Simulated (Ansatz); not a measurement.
# CuB2: the cost of one run

Computed with Ansatz 0.2.0 (DFT PBE, scalar-relativistic, plane waves, PAW, unless a step's input says otherwise).

### 1 Starting point

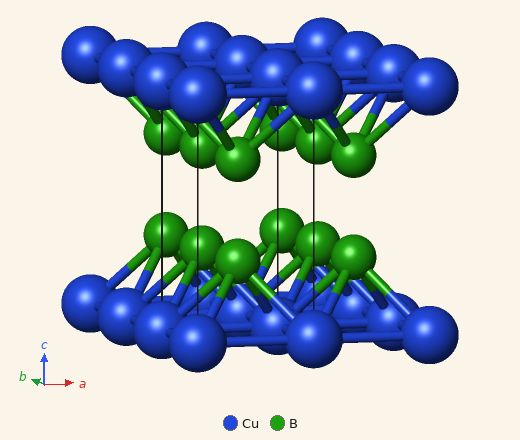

The starting structure, seen slightly off an axis (copper blue, boron green). 2×3×1 cells are drawn. Atoms on the faces are drawn again on the opposite ones.

Coordinates:

```xyz
3
Lattice="2.3405 0.0000 0.0000 0.0000 2.3405 0.0000 0.0000 0.0000 4.8290" Properties=species:S:1:pos:R:3 pbc="T T T"
Cu    0.0000    0.0000    0.0000
B     1.1702    1.1702    1.4246
B     1.1702    1.1702    3.4045
```

The cell is invented: species swapped into a database cell of Ga2Cu (P4/mmm, No. 123), with B on the Ga sites. Its size is a rough estimate.

### 2 Probe: one point on a coarse mesh

input.yaml reads:

```yaml
crystal:
  lattice:
    - [2.3404999, 0.0, 0.0]
    - [0.0, 2.3404999, 0.0]
    - [0.0, 0.0, 4.82903879]
  atoms:
    - { symbol: Cu, position: [0.0, 0.0, 0.0] }
    - { symbol: B, position: [0.5, 0.5, 0.29499999] }
    - { symbol: B, position: [0.5, 0.5, 0.70500001] }
basis:
  ecutwfc: 420
kpoints:
  mp_grid: { grid: [8, 8, 4] }
hamiltonian:
  xc: pbe
scf:
  occupations: { method: gaussian, width: 0.1 }
  lower_state_search: "off"
output:
  forces: true
  stress: true
  eigenvalues: true
```

Run with:

```
$ ansatz run input.yaml --threads 1 --pin off --max-ram 2048MiB --backend cpu --events-out ev --progress --plain --runs-dir out
```

**Question.** How long does this run take on 1 thread of Arm Neoverse V1, shared host, and how much memory does it need?

About 1.4 s, with a peak of 0.28 GiB.
